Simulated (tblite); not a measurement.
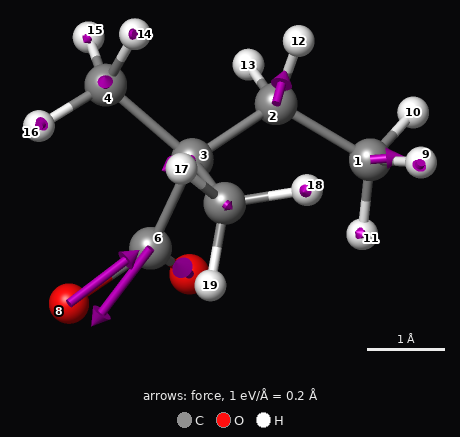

Starting geometry of C6H11O2 (charge −1) with the computed forces as purple arrows. A ball-and-stick model, seen at a tilt.

All numbers below come from GFN2-xTB geometry optimisation, gas phase in tblite 0.8.0. 

**What follows when this structure is relaxed?**

It isn't relaxed: the largest force vector, on a C atom, is 6.77 eV/Å. The final displacements have little in common with the starting forces (cosine between the two patterns 0.29). Over 160 geometry steps the energy falls by 134.9 kJ/mol. An O atom moves most after the best rigid fit: 1.58 Å. By element the largest moves are O 1.58 Å, H 1.14 Å, C 0.22 Å. Among the contacts that change: C–O 1.401 → 1.236 Å, C–C 1.487 → 1.612 Å, C–C 1.451 → 1.535 Å, C–O 1.283 → 1.238 Å. Bond angles that change, for instance: C–C–C 117.9° → 106.8°, C–C–H 118.2° → 109.3°, O–C–O 120.1° → 129.1°. Groups turn about C–C by about 75°, C–C by about 70°.
